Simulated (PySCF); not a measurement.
SMILES CC(C)(C)[Se]S (C4H10SSe) at its GFN2-xTB optimised geometry (Å):

```
16

Se     0.0945    -1.8432     0.0000
C     -0.3215     0.1622     0.0000
C      0.2772     0.7689    -1.2560
C     -1.8393     0.2487    -0.0042
C      0.2699     0.7802     1.2546
H      0.0788     1.8396    -1.2818
H     -0.1547     0.3155    -2.1464
H      1.3564     0.6220    -1.2806
H     -2.2520    -0.2507    -0.8801
H     -2.2566    -0.2174     0.8875
H     -2.1477     1.2929    -0.0250
H     -0.1385     0.3099     2.1479
H      1.3542     0.6741     1.2646
H      0.0350     1.8432     1.2879
S      2.2566    -1.8432     0.0000
H      2.4493    -1.9363     1.3211
```

Method: PBE0/def2-TZVP run with PySCF. Cells within 0.4 Å of a nucleus heavier than hydrogen are left out (blank, or x).

Map of the log10 of the electron density (e/bohr³), floored at −4 on the plane z = 0.0 Å:

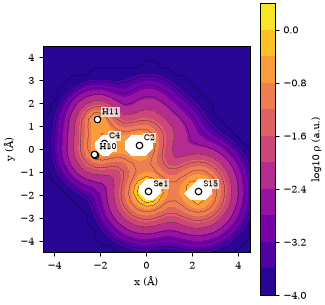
Fig. 1. Log10 of the electron density (e/bohr³), floored at −4 on the plane z = 0.0 Å.
